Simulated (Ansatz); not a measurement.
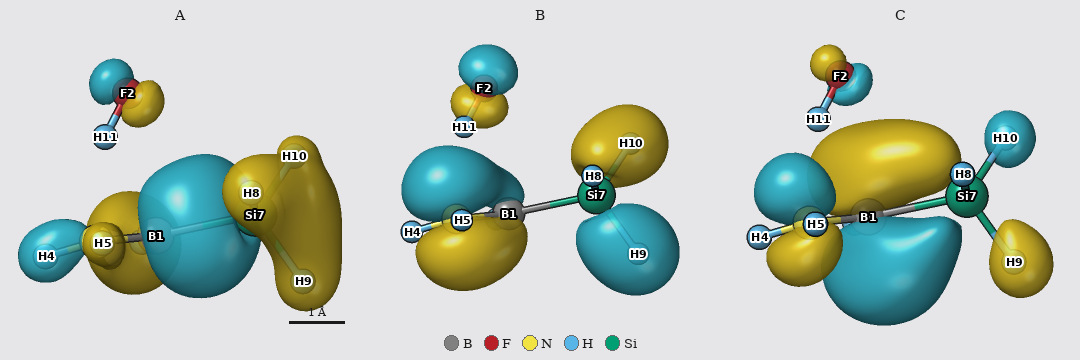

*BH₆NSi···HF. Three frontier orbitals at ±0.1 Å⁻³ᐟ² (yellow and cyan are the two phases), in no order.*

Theory: RKS PBE-D4/6-31G* (Ansatz).

The calculation's input:

```
crystal:
  periodic: [false, false, false]
  atoms:
    - { symbol: B, position_ang: [0.079395, 0.61238, -0.409947] }
    - { symbol: F, position_ang: [-0.306791, -0.050038, 1.997467] }
    - { symbol: "N", position_ang: [1.324398, -0.059817, -0.424257] }
    - { symbol: H, position_ang: [1.455811, -0.969503, -0.872475] }
    - { symbol: H, position_ang: [2.204479, 0.360955, -0.129385] }
    - { symbol: H, position_ang: [-0.853968, 0.034577, -0.90162] }
    - { symbol: Si, position_ang: [0.004372, 2.386509, 0.446635] }
    - { symbol: H, position_ang: [1.111959, 2.525696, 1.462945] }
    - { symbol: H, position_ang: [0.238583, 3.495309, -0.552351] }
    - { symbol: H, position_ang: [-1.293359, 2.689584, 1.13141] }
    - { symbol: H, position_ang: [0.468822, -0.042752, 1.448978] }
basis:
  gaussian: { orbitals: "6-31G*" }
hamiltonian:
  xc: pbe
  dispersion: d4
relax:
  f_tol: 0.03
  max_steps: 50
output:
  orbitals: {}
```

Run with:

```sh
ansatz run input.yaml --threads 1 --pin off --max-ram 2048MiB --backend cpu --events-out ev --progress --plain --runs-dir out
```

The fields are those of the run's last geometry, not of the input's.

Question: Which picture is the HOMO−1, the HOMO and the LUMO?

Answer: B is the HOMO−1 (−7.63 eV). Its weight (Hirshfeld) is mainly on N3 (about 40 %), Si7 (about 15 %), H9 (about 10 %), F2 (about 10 %), H10 (about 10 %) and B1 (about 10 %). A is the HOMO (−6.77 eV). Its weight (Hirshfeld) is mainly on Si7 (about 35 %), B1 (about 30 %) and H6 (about 10 %). C is the LUMO (−1.49 eV). Its weight (Hirshfeld) is mainly on B1 (about 50 %), Si7 (about 15 %) and N3 (about 15 %).

Question: What is the HOMO–LUMO gap?

Answer: 5.28 eV between the orbital energies.
